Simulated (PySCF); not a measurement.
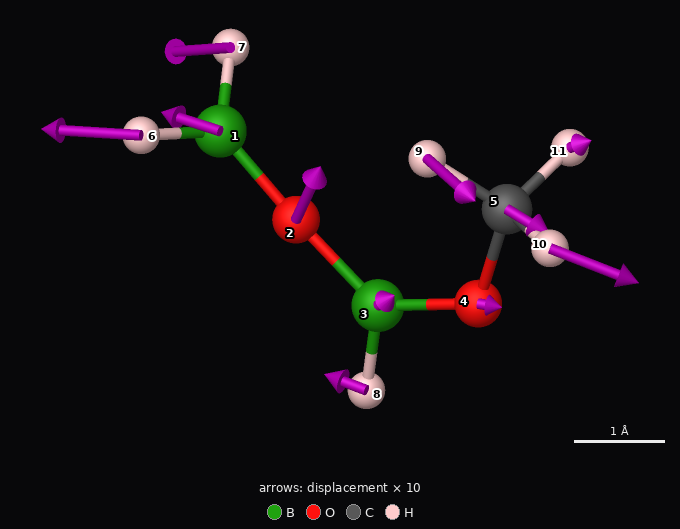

This is a relaxation of CH$_{6}$B$_{2}$O$_{2}$. The starting structure is drawn; purple arrows show the displacements, magnified 10 times. The two geometries are superimposed by the best rigid fit.

A ball-and-stick model, seen at a tilt.

The start comes from GFN2-xTB.

The calculation used PBE0-D3(BJ)/def2-SVP geometry optimisation, gas phase (PySCF). 

What happened in the run?

Answer. The atom that moves furthest after the best rigid fit is H7 (0.14 Å). By element the largest moves are H 0.14 Å, O 0.10 Å, B 0.08 Å, C 0.06 Å. Among the contacts that change: B1–O2 1.300 → 1.333 Å, O2–B3 1.321 → 1.352 Å, B3–H8 1.175 → 1.205 Å, B1–H6 1.183 → 1.212 Å. Among the angles between lasting bonds that change: O4–B3–H8 115.7° → 118.2°. After 8 geometry steps the energy has fallen by 2.36 kcal/mol. The largest force component goes from 1.2 to 0.013 eV/Å. The run took roughly 20 core-seconds on a shared host.
